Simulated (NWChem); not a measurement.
# One shape, several levels: Si2H5O2F (SMILES O[SiH2][SiH](O)F)

We compute a comparison of 3 runs (HF/def2-SVP, PBE0/def2-SVP, B2PLYP/6-31G) of Si2H5O2F. 

Program for the calculation: NWChem 7.3.0.

### 1 The structure to begin with

Si2H5O2F has 10 atoms, charge 0, and is taken as a singlet. SMILES: `O[SiH2][SiH](O)F`. The shape is that of a PBE0-D4/def2-TZVP optimisation. This is one conformer, not always the lowest.

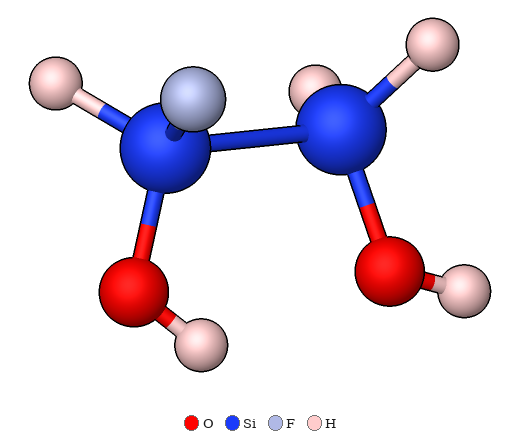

The structure, seen from a chosen angle (oxygen red, silicon blue, fluorine light blue, hydrogen pink).

### 2 Energy and forces at HF/def2-SVP (run 1)

File fh5o2si2.nw:

```
start fh5o2si2
memory total 2200 mb
geometry units angstroms noautosym nocenter noautoz
 O     -1.518400     0.514100    -0.738200
 Si    -0.930800    -0.209900     0.639100
 Si     1.370100    -0.175300     0.155000
 O      1.476200     0.043800    -1.461800
 F      2.047600     1.043300     0.943200
 H     -2.461200     0.668900    -0.811100
 H     -1.472500    -1.591400     0.792900
 H     -1.315800     0.554200     1.859000
 H      2.167200    -1.374800     0.495400
 H      0.720600     0.476000    -1.870700
end
basis spherical bse
 O library def2-SVP
 Si library def2-SVP
 F library def2-SVP
 H library def2-SVP
end
scf
 thresh 1e-08
 maxiter 80
 print medium
end
task scf gradient
```

Started as:

```console
$ nwchem fh5o2si2.nw > fh5o2si2.out
```

Log:

```text
[...]
  functions       =   103
[...]
  wavefunction    = RHF
[...]
         Total SCF energy =   -829.697484225976
      One-electron energy =  -1771.053128441361
      Two-electron energy =    630.438569174044
 Nuclear repulsion energy =    310.917075041341
        Time for solution =     10.5s
[...]
                         RHF ENERGY GRADIENTS
    atom               coordinates                        gradient
                 x          y          z           x          y          z
   1 O      -2.869360   0.971508  -1.394996    0.017661  -0.003266   0.002079
   2 Si     -1.758957  -0.396653   1.207724   -0.000369   0.002632  -0.006054
   3 Si      2.589114  -0.331269   0.292908   -0.003044   0.013105   0.001307
   4 O       2.789614   0.082770  -2.762401    0.014906  -0.009289   0.008260
   5 F       3.869403   1.971551   1.782390   -0.002880  -0.007567  -0.003931
   6 H      -4.650994   1.264038  -1.532757   -0.014758   0.001623   0.000664
   7 H      -2.782622  -3.007310   1.498364   -0.000766  -0.002561   0.000471
   8 H      -2.486501   1.047286   3.513001   -0.000520   0.001410   0.002403
   9 H       4.095414  -2.597995   0.936170    0.003036  -0.002829  -0.000489
  10 H       1.361737   0.899510  -3.535110   -0.013267   0.006742  -0.004710
[...]
```

Wall time 14 s (1 thread of Intel Xeon 6975P-C (Granite Rapids), shared host); peak memory 0.1 GiB.

### 3 Energy and forces at PBE0/def2-SVP (run 2)

File fh5o2si2.nw:

```
start fh5o2si2
title "FH5O2Si2"
memory total 2200 mb
charge 0

geometry units bohr noautosym nocenter noautoz
  O  -2.86936015  0.97150820 -1.39499583
  Si -1.75895708 -0.39665351  1.20772397
  Si  2.58911376 -0.33126899  0.29290755
  O   2.78961371  0.08277000 -2.76240165
  F   3.86940321  1.97155127  1.78238968
  H  -4.65099394  1.26403780 -1.53275686
  H  -2.78262172 -3.00731015  1.49836384
  H  -2.48650163  1.04728622  3.51300087
  H   4.09541446 -2.59799548  0.93617032
  H   1.36173665  0.89950964 -3.53511066
end

basis spherical bse
  * library def2-SVP
end

dft
  xc pbe0
  grid fine
  convergence energy 1e-08
  iterations 100
  mulliken
  print low
end

task dft gradient
```

Started as:

```console
$ nwchem fh5o2si2.nw > fh5o2si2.out
```

Log:

```text
[...]
 d= 0,ls=0.0,diis     1   -831.4104676923 -1.14D+03  1.54D-02  1.11D+00     1.8
[...]
 d= 0,ls=0.0,diis    10   -831.5333412219 -2.02D-09  1.24D-07  1.37D-10    14.8
         Total DFT energy =     -831.533341221860
      One electron energy =    -1771.590675797142
           Coulomb energy =      700.149187521632
    Exchange-Corr. energy =      -71.008905423482
 Nuclear repulsion energy =      310.917052477132
[...]
      Total Density - Mulliken Population Analysis
     ---------------------------------------------
    Atom       Charge   Shell Charges
 -----------   ------   -------------------------------------------------------
    1 O    8     8.44   1.99  1.06  0.66  2.89  1.84  0.01
    2 Si  14    13.64   2.00  1.98  1.05  0.17  5.93  1.29  0.95  0.27
    3 Si  14    13.32   2.00  1.98  1.00  0.11  5.93  1.21  0.66  0.43
    4 O    8     8.40   1.99  1.07  0.64  2.89  1.80  0.01
    5 F    9     9.34   1.99  1.12  0.80  3.35  2.07  0.00
    6 H    1     0.80   0.67  0.05  0.07
    7 H    1     1.09   0.74  0.35  0.01
    8 H    1     1.08   0.73  0.34  0.01
    9 H    1     1.11   0.74  0.36  0.01
   10 H    1     0.79   0.66  0.06  0.07
[...]
                         DFT ENERGY GRADIENTS
    atom               coordinates                        gradient
                 x          y          z           x          y          z
   1 O      -2.869360   0.971508  -1.394996   -0.001138  -0.004477   0.009823
   2 Si     -1.758957  -0.396654   1.207724   -0.005066   0.003332  -0.006143
   3 Si      2.589114  -0.331269   0.292908    0.008185   0.014550  -0.001752
   4 O       2.789614   0.082770  -2.762402   -0.001968  -0.000213   0.010566
   5 F       3.869403   1.971551   1.782390   -0.007214  -0.014743  -0.009324
   6 H      -4.650994   1.264038  -1.532757    0.003480  -0.000584   0.000341
   7 H      -2.782622  -3.007310   1.498364    0.000683   0.002859  -0.000681
   8 H      -2.486502   1.047286   3.513001    0.000393  -0.001117  -0.002745
   9 H       4.095414  -2.597995   0.936170   -0.000489   0.002035  -0.000918
  10 H       1.361737   0.899510  -3.535111    0.003134  -0.001641   0.000833
[...]
```

Wall time 19 s (1 thread of Intel Xeon 6975P-C (Granite Rapids), shared host); peak memory 0.13 GiB.

### 4 The energy at B2PLYP/6-31G (run 3)

File test.xyz:

```xyz
10
FH5O2Si2
O     -1.518400     0.514100    -0.738200
Si    -0.930800    -0.209900     0.639100
Si     1.370100    -0.175300     0.155000
O      1.476200     0.043800    -1.461800
F      2.047600     1.043300     0.943200
H     -2.461200     0.668900    -0.811100
H     -1.472500    -1.591400     0.792900
H     -1.315800     0.554200     1.859000
H      2.167200    -1.374800     0.495400
H      0.720600     0.476000    -1.870700
```

File test.nw:

```
start test
title "FH5O2Si2"
memory total 2200 mb

geometry noautosym nocenter noautoz
   load test.xyz
end

basis spherical bse
   O library 6-31G
   Si library 6-31G
   F library 6-31G
   H library 6-31G
end

dft
   xc hfexch 0.53 becke88 0.47 lyp 0.73 mp2 0.27
   dftmp2 semidirect
   grid xfine
   convergence energy 1e-08
   maxiter 100
   mulliken
end

mp2
   freeze core 13
end

task dft energy
```

Started as:

```console
$ nwchem test.nw > test.out
```

Log:

```text
[...]
          Wavefunction type:  closed shell.
          No. of atoms     :    10
          No. of electrons :    58
[...]
          Charge           :     0
          Spin multiplicity:     1
[...]
          AO basis - number of functions:    63
[...]
              XC Information
              --------------
                     Hartree-Fock (Exact) Exchange  0.530
                    Becke 1988 Exchange Functional  0.470
              Lee-Yang-Parr Correlation Functional  0.730
[...]
 d= 0,ls=0.0,diis     1   -831.3659986134 -1.14D+03  2.22D-02  9.47D-01     2.3
[...]
 d= 0,ls=0.0,diis     8   -831.4837909870 -3.25D-09  3.42D-06  1.73D-07    15.3
         Total DFT energy =     -831.483790987033
      One electron energy =    -1770.612793977381
           Coulomb energy =      699.077262345291
    Exchange-Corr. energy =      -70.865334396284
 Nuclear repulsion energy =      310.917075041341
[...]
      Total Density - Mulliken Population Analysis
     ---------------------------------------------
    Atom       Charge   Shell Charges
 -----------   ------   -------------------------------------------------------
    1 O    8     8.89   2.00  0.88  2.94  1.01  2.07
    2 Si  14    13.31   2.00  2.00  5.97  1.01  1.85  0.24  0.24
    3 Si  14    12.83   2.00  2.00  5.97  0.99  1.63  0.11  0.13
    4 O    8     8.86   2.00  0.89  2.94  1.00  2.03
    5 F    9     9.51   2.00  0.92  3.31  1.06  2.22
    6 H    1     0.58   0.49  0.09
    7 H    1     1.16   0.51  0.65
    8 H    1     1.15   0.51  0.64
    9 H    1     1.17   0.52  0.65
   10 H    1     0.56   0.48  0.08
[...]
  Basis functions       =     63
[...]
```

It took 17 s on 1 thread of Intel Xeon 6975P-C (Granite Rapids), shared host; peak memory 0.17 GiB.

### 5 All runs side by side

```tsv
run	level	iteration cap	module	energy (Eh)	dipole moment (D)	HOMO energy (eV)	LUMO energy (eV)	wall time
1	HF/def2-SVP	80	scf	-829.697484	3.56	-11.09	3.02	14 s
2	PBE0/def2-SVP	100	dft	-831.533341	–	–	–	19 s
3	B2PLYP/6-31G	100	dft	-831.643411	4.51	-9.41	0.47	17 s
```

### 6 Results

| quantity | value |
| --- | --- |
| run 3: total energy | -831.64341 Eh |
| run 3: dipole moment (SCF part) | 4.51 D |
| run 3: HOMO energy (SCF part's orbitals) | -9.41 eV |
| run 3: LUMO energy (SCF part's orbitals) | 0.47 eV |
| run 3: HOMO–LUMO gap (SCF part's orbitals) | 9.89 eV |

Totals of different functionals can't be ranked against each other. All runs together took 50 s, the longest 19 s.
